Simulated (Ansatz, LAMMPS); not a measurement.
# Electronic structure of liquid (Cs,K,Li)F at 1190 K (82 atoms)

Wanted: forces, charges and levels of liquid (Cs,K,Li)F at 1190 K (82 atoms).

Calculated with Ansatz 0.2.0; Kohn-Sham DFT, PBEsol, PAW (set soft_2), plane waves.

## (1) Starting point

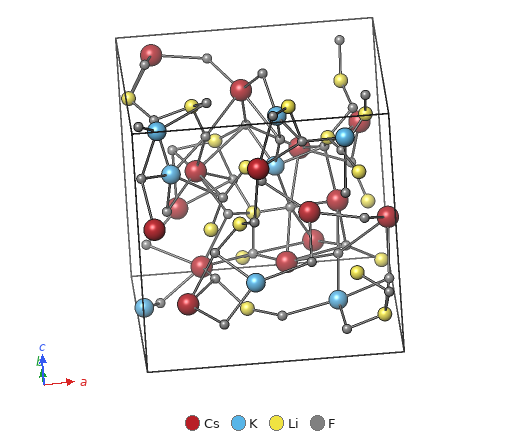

The starting structure, seen slightly off an axis (caesium red, potassium blue, lithium yellow, fluorine grey). Some periodic images of atoms are drawn too.

The cell holds 82 atoms: 15 Cs, 8 K, 18 Li and 41 F. Cell: a = 12.696 Å, b = 12.696 Å, c = 12.696 Å, α = 90.0°, β = 90.0°, γ = 90.0°. 82 atoms (15 Cs, 8 K, 18 Li, 41 F) placed at random at 2.6 g/cm³, melted at 1800 K for 10 ps at fixed volume with the Lennard-Jones and Coulomb ion parameters for SPC/E (Joung and Cheatham, J. Phys. Chem. B 112, 9020 (2008)), full charges. Snapshot at the end of a hold of 20 ps at 1190 K and fixed volume.

Limits known from the start: The starting topology of bonds comes from the classical model, and needn't be the one that DFT or experiment would give. The ion parameters were fitted for water, not for melts, so the starting structure of this cell may lie well off the real melt's. The Brillouin zone is sampled at Γ only, in a cell whose shortest periodic width is 13 Å. No spin–orbit coupling is included, so levels derived from the heavy atoms are approximate.

## (2) How the cell was made

A classical potential supplies the starting structure, since it reaches far longer times than DFT.

This step: classical MD, Lennard-Jones and Coulomb ion parameters for SPC/E (Joung and Cheatham, J. Phys. Chem. B 112, 9020 (2008)), full charges (LAMMPS 22 Jul 2025 - Update 4).

in.lmp

```
# melt-quench of Cs15K8Li18F41
units metal
atom_style charge
boundary p p p
region box block 0 12.6958 0 12.6958 0 12.6958
create_box 4 box
mass 1 132.9055   # Cs
mass 2 39.0983   # K
mass 3 6.9400   # Li
mass 4 18.9984   # F
create_atoms 1 random 15 886784 NULL overlap 2.1 maxtry 2000
create_atoms 2 random 8 886791 NULL overlap 2.1 maxtry 2000
create_atoms 3 random 18 886798 NULL overlap 2.1 maxtry 2000
create_atoms 4 random 41 886805 NULL overlap 2.1 maxtry 2000
pair_style lj/cut/coul/long 9.0
pair_modify mix arithmetic tail yes
pair_coeff 1 1 0.003897 3.6010   # Cs
pair_coeff 2 2 0.018634 2.8384   # K
pair_coeff 3 3 0.014602 1.4094   # Li
pair_coeff 4 4 0.000321 4.0215   # F
set type 1 charge 1
set type 2 charge 1
set type 3 charge 1
set type 4 charge -1
kspace_style pppm 1.0e-4
neigh_modify delay 0 every 1 check yes
thermo_style custom step time temp pe press density
thermo_modify norm yes
timestep 0.002
thermo 100
min_style cg
minimize 1e-4 1e-4 200 2000
reset_timestep 0
velocity all create 1800 886785 mom yes dist gaussian
# [... 14 lines left out ...]
compute msd all msd com yes
thermo 2500
fix md all nvt temp 1190 1190 0.2
run 10000 post no
print "== T1190: mean square displacement over the hold $(c_msd[4]:%.2f) A^2"
unfix md
uncompute msd
write_dump all custom T1190.dump id type xs ys zs modify sort id
```

Started as:

```
> lmp -in in.lmp -log none -nocite
```

Numbers of over 12 decimals in the logs are rounded to 6 here.

The program printed:

```text
LAMMPS (22 Jul 2025 - Update 4)
Created orthogonal box = (0 0 0) to (12.6958 12.6958 12.6958)
Created 15 atoms
Created 8 atoms
Created 18 atoms
Created 41 atoms
PPPM initialization ...
  G vector (1/distance) = 0.31232291
  grid = 9 9 9
  estimated relative force accuracy = 6.9587022e-05
   Step          Time           Temp          PotEng         Press         Density
         0   0              0             -0.5750321      214608.71      2.6049782
        93   0.186          0             -4.4981502     -11278.171      2.6049782
Loop time of 0.0371197 s on 1 MPI rank(s) for 93 steps with 82 atoms
Minimization stats:
  Stopping criterion = energy tolerance
[... 18 lines left out ...]
Loop time of 1.17672 s on 1 MPI rank(s) for 5000 steps with 82 atoms
   Step          Time           Temp          PotEng         Press         Density
[... 5 lines left out ...]
Loop time of 0.580699 s on 1 MPI rank(s) for 2500 steps with 82 atoms
   Step          Time           Temp          PotEng         Press         Density
[... 2 lines left out ...]
     12500   25             1310.3874     -4.3335331      3001.2136      2.6049782
     15000   30             1109.227      -4.3382733      1533.743       2.6049782
     17500   35             1350.538      -4.3327461     -1274.8874      2.6049782
     18500   37             1270.5269     -4.3403325      741.37084      2.6049782
Loop time of 2.28702 s on 1 MPI rank(s) for 10000 steps with 82 atoms
== T1190: mean square displacement over the hold 41.96 A^2
```

Wall time 4.4 s (1 thread of Arm Neoverse V1, shared host); peak memory 0.07 GiB.

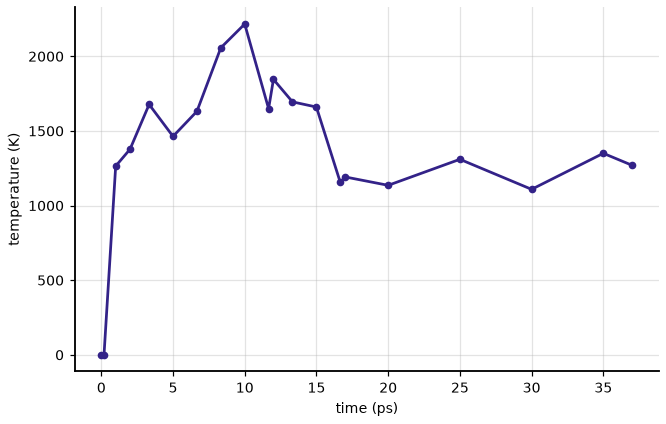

Temperature against time.

## (3) Plane-wave single point

One self-consistent run at the given positions yields energy and forces.

input.yaml

```yaml
crystal:
  lattice:
    - [12.6958, 0.0, 0.0]
    - [0.0, 12.6958, 0.0]
    - [0.0, 0.0, 12.6958]
  atoms:
    - { symbol: Cs, position: [0.8061, 0.69491, 0.37248] }
    - { symbol: Cs, position: [0.06893, 0.15118, 0.53157] }
    - { symbol: Cs, position: [0.2667, 0.74351, 0.52176] }
    - { symbol: Cs, position: [0.46314, 0.77094, 0.8339] }
    - { symbol: Cs, position: [0.19355, 0.96492, 0.28318] }
    - { symbol: Cs, position: [0.26499, 0.74108, 0.12207] }
    - { symbol: Cs, position: [0.91987, 0.91029, 0.60621] }
    - { symbol: Cs, position: [0.13148, 0.95798, 0.93392] }
    - { symbol: Cs, position: [0.59235, 0.65651, 0.14823] }
    - { symbol: Cs, position: [0.68321, 0.97846, 0.4898] }
    - { symbol: Cs, position: [0.18518, 0.26855, 0.16161] }
    - { symbol: Cs, position: [0.67932, 0.30078, 0.49301] }
    - { symbol: Cs, position: [0.485, 0.1203, 0.76359] }
    - { symbol: Cs, position: [0.98765, 0.44273, 0.38931] }
    - { symbol: Cs, position: [0.71222, 0.94619, 0.11236] }
    - { symbol: K, position: [0.77151, 0.36302, 0.09253] }
    - { symbol: K, position: [0.82945, 0.12794, 0.86372] }
    - { symbol: K, position: [0.0236, 0.51611, 0.0611] }
    - { symbol: K, position: [0.16027, 0.50407, 0.61354] }
    - { symbol: K, position: [0.57467, 0.74688, 0.51669] }
    - { symbol: K, position: [0.44953, 0.17816, 0.26601] }
    - { symbol: K, position: [0.10935, 0.3203, 0.87305] }
    - { symbol: K, position: [0.5835, 0.45307, 0.84338] }
    - { symbol: Li, position: [0.85348, 0.80434, 0.82697] }
    - { symbol: Li, position: [0.62162, 0.22317, 0.97162] }
    - { symbol: Li, position: [0.93351, 0.93103, 0.26384] }
    - { symbol: Li, position: [0.4356, 0.98813, 0.04656] }
    - { symbol: Li, position: [0.25989, 0.56135, 0.86802] }
    - { symbol: Li, position: [0.96558, 0.78166, 0.07498] }
    - { symbol: Li, position: [0.94075, 0.168, 0.09624] }
    - { symbol: Li, position: [0.35766, 0.97377, 0.54896] }
    - { symbol: Li, position: [0.92917, 0.49908, 0.80422] }
    - { symbol: Li, position: [0.84521, 0.18797, 0.27036] }
    - { symbol: Li, position: [0.78111, 0.60393, 0.67544] }
    - { symbol: Li, position: [0.88161, 0.30295, 0.64412] }
    - { symbol: Li, position: [0.42077, 0.4558, 0.04836] }
    - { symbol: Li, position: [0.02256, 0.696, 0.86684] }
    - { symbol: Li, position: [0.30282, 0.54064, 0.35536] }
    - { symbol: Li, position: [0.40564, 0.26722, 0.47994] }
    - { symbol: Li, position: [0.48269, 0.8549, 0.28405] }
    - { symbol: Li, position: [0.45333, 0.51324, 0.61477] }
    - { symbol: F, position: [0.54405, 0.58785, 0.97053] }
    - { symbol: F, position: [0.41617, 0.93453, 0.39771] }
    - { symbol: F, position: [0.97256, 0.31843, 0.18353] }
    - { symbol: F, position: [0.02733, 0.83807, 0.79987] }
    - { symbol: F, position: [0.3062, 0.52347, 0.1563] }
    - { symbol: F, position: [0.55013, 0.35067, 0.04924] }
    - { symbol: F, position: [0.47149, 0.83988, 0.11956] }
    - { symbol: F, position: [0.83002, 0.74337, 0.16236] }
    - { symbol: F, position: [0.78873, 0.5128, 0.22535] }
    - { symbol: F, position: [0.89043, 0.26383, 0.46545] }
    - { symbol: F, position: [0.06079, 0.85823, 0.18478] }
    - { symbol: F, position: [0.55399, 0.08421, 0.99387] }
    - { symbol: F, position: [0.38054, 0.72936, 0.33835] }
    - { symbol: F, position: [0.19057, 0.9889, 0.51765] }
    - { symbol: F, position: [0.47863, 0.89115, 0.63948] }
    - { symbol: F, position: [0.50521, 0.37486, 0.6096] }
    - { symbol: F, position: [0.88024, 0.9861, 0.40873] }
    - { symbol: F, position: [0.45792, 0.13427, 0.53584] }
    - { symbol: F, position: [0.67027, 0.15714, 0.34253] }
    - { symbol: F, position: [0.30803, 0.59809, 0.72233] }
    - { symbol: F, position: [0.03744, 0.32694, 0.67727] }
    - { symbol: F, position: [0.62679, 0.82123, 0.30936] }
    - { symbol: F, position: [0.93042, 0.41015, 0.91875] }
    - { symbol: F, position: [0.88809, 0.66796, 0.76474] }
    - { symbol: F, position: [0.35659, 0.52339, 0.49215] }
    - { symbol: F, position: [0.09401, 0.69922, 0.00118] }
    - { symbol: F, position: [0.30333, 0.30424, 0.35276] }
    - { symbol: F, position: [0.66618, 0.22884, 0.81868] }
    - { symbol: F, position: [0.13819, 0.58114, 0.42831] }
    - { symbol: F, position: [0.82484, 0.44252, 0.6834] }
    - { symbol: F, position: [0.95969, 0.07729, 0.22465] }
    - { symbol: F, position: [0.03381, 0.17504, 0.95641] }
    - { symbol: F, position: [0.31303, 0.08001, 0.14166] }
    - { symbol: F, position: [0.34623, 0.92987, 0.91319] }
    - { symbol: F, position: [0.31283, 0.40866, 0.93878] }
    - { symbol: F, position: [0.11061, 0.56242, 0.82219] }
    - { symbol: F, position: [0.86235, 0.87848, 0.96616] }
    - { symbol: F, position: [0.79019, 0.16277, 0.04891] }
    - { symbol: F, position: [0.81659, 0.09031, 0.64695] }
    - { symbol: F, position: [0.59602, 0.61077, 0.68034] }
    - { symbol: F, position: [0.77119, 0.74744, 0.58167] }
kpoints:
  mp_grid: { grid: [1, 1, 1] }
hamiltonian:
  xc: pbesol
scf:
  occupations: { method: fixed }
output:
  forces: true
  stress: true
  populations: true
  dos:
    method: { smearing: { sigma: 0.1 } }
    de: 0.1
    projected: { site_lists: { Cs: [Cs], F: [F], K: [K], Li: [Li] } }
  eigenvalues: true
  write_density: true
  write_potential: true
  volumetric_format: npy
```

Started as:

```
> ansatz run input.yaml --threads 8 --pin off --max-ram 15872MiB --backend cpu --events-out ev --progress --plain --runs-dir out
```

The program printed:

```text
Engine: ansatz 0.2.0, aarch64-unknown-linux-gnu
Pseudopotentials: kind: paw
Pseudopotential: Cs, paw, valence charge 9, recommended cutoff 420 eV (normal), Cs.paw.azcp
Pseudopotential: K, paw, valence charge 9, recommended cutoff 420 eV (normal), K.paw.azcp
Pseudopotential: Li, paw, valence charge 3, recommended cutoff 420 eV (normal), Li.paw.azcp
Pseudopotential: F, paw, valence charge 7, recommended cutoff 420 eV (normal), F.paw.azcp
[... 3 lines on functional and potentials left out ...]
Crystal: 82 atoms, lattice volume = 2046.351 Å³
Basis set: ecut = 420 eV, 40099 PW (Γ), exchange–correlation on 180×180×180 points (8 copies of the dense FFT grid, shifted against one another)
Bands: 356, of which v1, the nominal top of the filled ones, is band 274 counted from 1 (273 counted from 0)
Symmetry: 1 space group operations
Space group: P1 (ITA 1), of the structure as read, at distance tolerance 1.3e-4 Å
k-points: 1
[... 12 lines on functional and potentials left out ...]
Initial density: superposition of atomic densities (neutral atoms: chi_scale 0, normalization atom), corrected by the library's trained network
Initial wavefunctions: pseudopotential atomic-orbital guess
Functional: x = pbesol(κ = 0.804, μ = 0.123457), c = pbesol(β = 0.046)
SCF iter   1: F=—  HF=-132479.427382 eV  |F-HF|=—  |Δ(HF+E_count)|=         —  Δρ=8.01e-3  dr2=8.77e-1  ethr=1.77e-3  ⟨swp⟩=5.0  Hψ=1280  notcnv=0  defer=79
preconditioner: auto → Resta (q_TF=auto, 2.190 Å⁻¹)  ε∞=2.6  [insulator: Δε(μ)=3.570 eV  Ē_g=14.255 eV  n_scr=364 (ndim 8)  ℏωp=18.3 eV  f_vac=0.254  ε∞_Penn≈2.6]
SCF iter   2: F=—  HF=-132479.223303 eV  |F-HF|=—  |Δ(HF+E_count)|=   2.04e-1  Δρ=2.87e-3  dr2=9.87e-2  ethr=1.60e-4  ⟨swp⟩=2.0  Hψ=659  notcnv=0  defer=80
SCF iter   3: F=—  HF=-132479.202130 eV  |F-HF|=—  |Δ(HF+E_count)|=   2.12e-2  Δρ=6.11e-4  dr2=1.16e-2  ethr=1.80e-5  ⟨swp⟩=2.0  Hψ=526  notcnv=0  defer=80
SCF iter   4: F=—  HF=-132479.205339 eV  |F-HF|=—  |Δ(HF+E_count)|=   3.21e-3  Δρ=3.26e-4  dr2=2.02e-3  ethr=2.11e-6  ⟨swp⟩=3.0  Hψ=558  notcnv=0  defer=80
SCF iter   5: F=—  HF=-132479.205602 eV  |F-HF|=—  |Δ(HF+E_count)|=   2.63e-4  Δρ=1.59e-4  dr2=4.83e-4  ethr=3.69e-7  ⟨swp⟩=2.0  Hψ=531  notcnv=0  defer=80
SCF iter   6: F=—  HF=-132479.205720 eV  |F-HF|=—  |Δ(HF+E_count)|=   1.19e-4  Δρ=3.76e-5  dr2=3.49e-5  ethr=8.82e-8  ⟨swp⟩=2.0  Hψ=477  notcnv=0  defer=80
SCF iter   7: F=—  HF=-132479.206255 eV  |F-HF|=—  |Δ(HF+E_count)|=   5.34e-4  Δρ=3.32e-5  dr2=1.49e-5  ethr=6.37e-9  ⟨swp⟩=2.0  Hψ=631  notcnv=0  defer=80
SCF iter   8: F=—  HF=-132479.206255 eV  |F-HF|=—  |Δ(HF+E_count)|=   1.23e-7  Δρ=3.89e-6  dr2=4.82e-7  ethr=2.72e-9  ⟨swp⟩=2.0  Hψ=528  notcnv=0  defer=80
SCF iter   9: F=-132479.206256 eV  HF=-132479.206256 eV  |F-HF|=4.26e-8  |Δ(HF+E_count)|=   8.87e-7  Δρ=2.27e-6  dr2=9.46e-8  ethr=1.82e-11  ⟨swp⟩=23.0  Hψ=3488  notcnv=0
SCF 1 converged in 9 iterations: F = -132479.206256 eV  dr2 = 9.46e-8
  greatest PAW one-centre occupation: 1.000 electrons in one spin orbital (limit 2), on the Li atom at site 39 (counted from 0), in its partial waves of l = 0
WARN: The input density's exchange-correlation potential varies sharply where the density is thin. Do not read a vacuum level from v_tot or v_xc, or from such a field of the output density. On a cell that repeats whose density bears no net charge and no dipole along the vacuum's axis use v_es (v_loc + v_h of the components); [...]
SCF converged after 9 iterations
Free energy (F): -132479.206256 eV
Harris-Foulkes:  -132479.206256 eV  (|F-HF|=4.26e-8)
Internal energy: -132479.206256 eV  (E = F + TS)
E sigma→0 (E₀):  -132479.206256 eV
Fermi energy:    0.543177 eV
--- Per-component energies (eV) ---
  E_band       = -5354.445176
  E_kinetic    = 12992.113050
  E_local      = -45988.060317  (includes V_loc(G=0)·N_el)
  E_nonlocal   = 2996.621679
  E_hartree    = 17864.667381
  E_xc         = -7093.700995
  E_vxc        = -7631.189858  (∫ρ·V_xc dr)
  E_paw        = -89125.633012  (= ΣΔE_a)
  E_vpaw       = -3453.339568  (= ΣTr[D̂ρ^β])
  E_aug_tail   = 0.083079  (compensation charges beyond the density's cutoff)
  E_ewald      = -24130.062751
  E_core_change = 4.765630  (= ΣΔE_core)
  E_smearing   = -0.000000  (= −TS)
  E_closure    = -0.000000  (closes the sum)
  Σ components = -132479.206256   (vs F -132479.206256, Δ=0.00e0)
--- Forces (eV/Å), atoms counted from 1 ---
  atom   1  Cs     0.05779969    -0.15661112    -0.76387668
  atom   2  Cs    -0.34021489     0.33329862    -0.06254174
  atom   3  Cs     0.18939967     0.04843828    -0.05826921
  atom   4  Cs     0.13005097    -0.22107062    -0.29665130
  atom   5  Cs     0.85599248     0.67286794     0.86454240
  atom   6  Cs     0.57608626    -0.21457304     0.33770413
  atom   7  Cs     0.52359033    -0.27210718     0.16567138
  atom   8  Cs     0.10233028     0.27032638     0.23973566
  atom   9  Cs     0.49314678    -0.02657243     0.83322433
  atom  10  Cs    -0.68673616     0.73185378    -0.22934877
  atom  11  Cs     0.44281871     0.02074456    -0.05259978
  atom  12  Cs    -0.25708158     0.08645555     0.38682615
  atom  13  Cs     0.03445154    -0.13030804    -0.13413893
  atom  14  Cs    -0.43950327    -0.24817282    -0.45721298
[...]
atom  81  F     -0.04918749    -0.30748014    -0.18796257
  atom  82  F     -0.07403705    -0.29001209     0.10529681
  max |Σ_I F_I| component: 1.47e-4 eV/Å
--- Stress (GPa, compression-positive) ---
       -3.260794       0.219535      -0.062111
        0.219534      -2.416645       0.113836
       -0.062112       0.113835      -2.884383
  P = ⅓ Tr σ = -2.8539 GPa (-28.539 kbar)
--- Band table (eV) ---
  k-point 0: bands = ["-43.9982", "-43.5070", "-43.0495", "-42.9788", [... 340 levels ...], "8.6114", "8.6615", "8.7146", "8.7340", "8.7530", "8.7807", "8.8011", "8.8843", "8.9275", "8.9418", "8.9677", "8.9970"]
--- Löwdin populations: 82 sites ---
  site symbol       q [e]
     0     Cs      8.0541
     1     Cs      8.0632
     2     Cs      8.0360
[...]
81      F      7.7738
  spilling = 0.006756 (of n_electrons = 548.000000)
```

The job ended after 22 s (8 threads of Arm Neoverse V1, shared host; peak memory 2.5 GiB; 2.5 min of CPU time).

The program notes that the exchange-correlation potential is rough where the density is thin.

Read from the output:

```yaml
free_energy: -132479.2063 eV
free_energy_per_atom: -1615.6001 eV/atom
scf_cycles: 9
pressure: -2.854 GPa
r_m_s_force_component: 0.4319 eV/Å
longest_force: 1.618 eV/Å
fermi_energy: 0.5432 eV
spacing_of_highest_filled_and_lowest_empty_level: 3.741 eV
spilling_of_the_projection: 0.006756
```

Length of the force by element:

```csv
element,coordination,atoms,mean length of the force (eV/Å),spread,least,most
Cs,all,15,0.596,0.328,0.190,1.39
F,all,41,0.713,0.337,0.203,1.62
K,all,8,0.501,0.141,0.190,0.701
Li,all,18,0.738,0.285,0.336,1.25
```

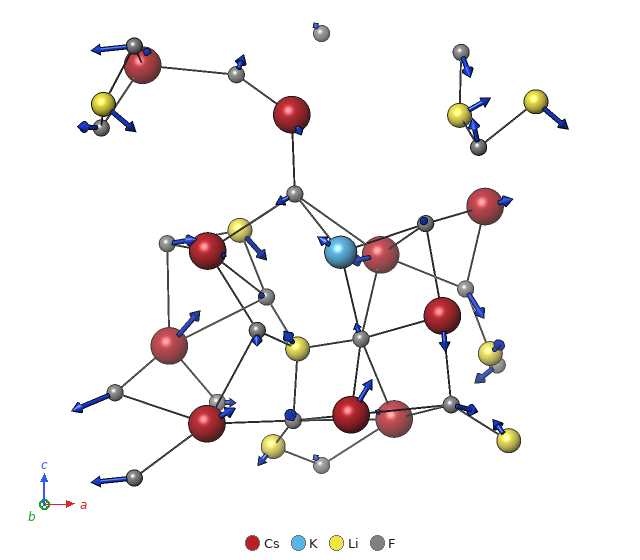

Forces as arrows; the longest in the cell is 1.62 eV/Å. Drawn is a slice 6 Å thick, seen along the normal of the ac plane. Bonds to atoms that aren't drawn are left out.

Löwdin charges by element (they lack the spilled electrons, 0.045 e an atom on average):

```csv
element,coordination,atoms,mean charge (e),spread,least,most
Cs,all,15,0.943,0.0094,0.928,0.964
F,all,41,-0.766,0.0087,-0.783,-0.748
K,all,8,0.847,0.0147,0.813,0.862
Li,all,18,0.789,0.0143,0.766,0.811
```

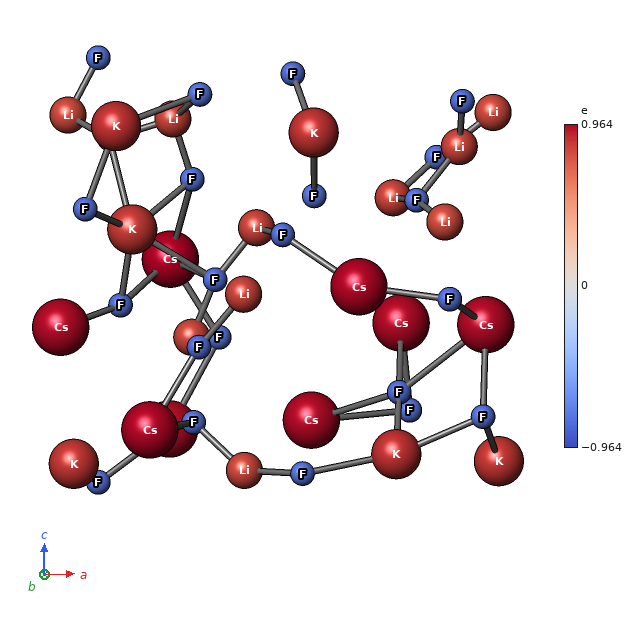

Atoms coloured by Löwdin charge. Drawn is a slice 6 Å thick, seen along the normal of the ac plane.

Density of states as counts of states in windows of 1 eV (from the Fermi level), total and the larger projections:

```csv
from (eV),to (eV),total,F p,Cs p,K p
-18,-13,0.0,0.0,0.0,0.0
-13,-12,6.4,0.0,0.0,6.4
-12,-11,40.7,0.3,0.0,40.1
-11,-10,0.9,0.0,0.0,0.9
-10,-8,0.0,0.0,0.0,0.0
-8,-7,1.7,0.0,1.6,0.0
-7,-6,59.2,2.4,55.9,0.0
-6,-5,29.1,1.2,27.6,0.0
-5,-4,0.0,0.0,0.0,0.0
-4,-3,4.3,4.1,0.0,0.0
-3,-2,39.3,37.2,0.4,0.1
-2,-1,139.4,133.2,1.7,0.2
-1,0,62.1,59.3,1.5,0.0
0,1,0.9,0.9,0.0,0.0
1,3,0.0,0.0,0.0,0.0
3,4,2.0,0.0,0.0,0.0
4,5,8.8,0.4,0.1,0.0
```

With fixed occupations the program's Fermi level is the highest filled level; weight inside the gap is the broadening of levels at its edges.

Between -26 and -18 eV lie 112 more states.

The stored curve holds about 496 of the 548 electrons; the rest, give or take the few that broadening carries across the Fermi level, lie in deeper levels below its range.

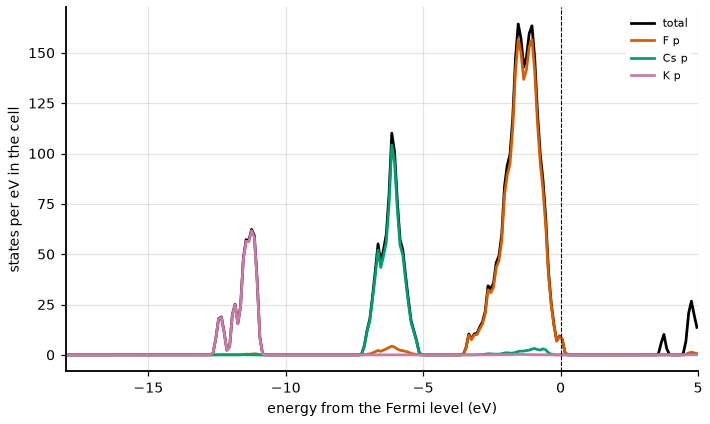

Total and projected density of states, with the broadening of the input.

The levels nearest the highest filled one (over half full), pooled over k-points and spins:

```csv
level less the highest filled one (eV),occupation
-0.524,2
-0.469,2
-0.4,2
-0.360,2
-0.235,2
0,2
3.74,0
4.64,0
4.72,0
4.78,0
4.87,0
5.03,0
```

(Continued in part 2 of 2.)

[Logs are printed without paths, hosts, clocks, repeated set-up lines and the standing remarks that a program may print on its own settings, such as how far it seeks lower states.]

[Hosts, paths, dates, database ids (printed as entryN), source tags and the programs' standing remarks are cut or masked in the printed files.]
